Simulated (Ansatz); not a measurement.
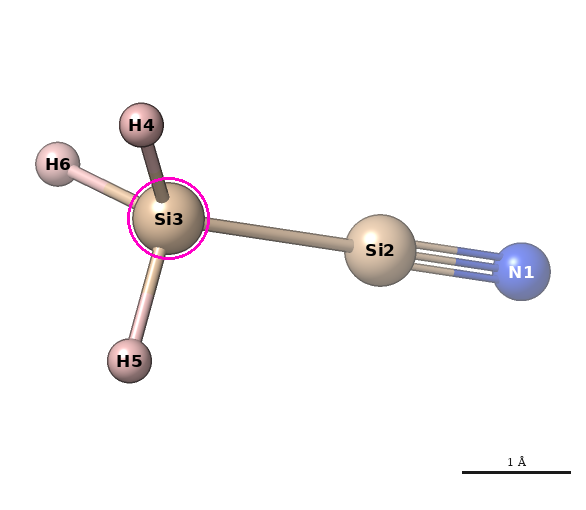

(Drawn from a calculation with Ansatz.)

Orthographic view. Distant atoms are faded towards the background colour. Geometry: moved along internal coordinates away from the minimum.

**Name the neighbours of the circled atom.**

The circled atom is Si3; it is bonded to Si2, H4, H5, H6.

**Which two atoms are farthest apart in space?**

N1 and H4, 4.98 Å.

**Which atom is farthest from the viewer?**

N1, 1.6 Å behind the mean position.

**Of Si3 and H6, which is nearer the viewer?**

Si3; the bond to H6 points away from the viewer, so it looks shorter than its 1.48 Å.
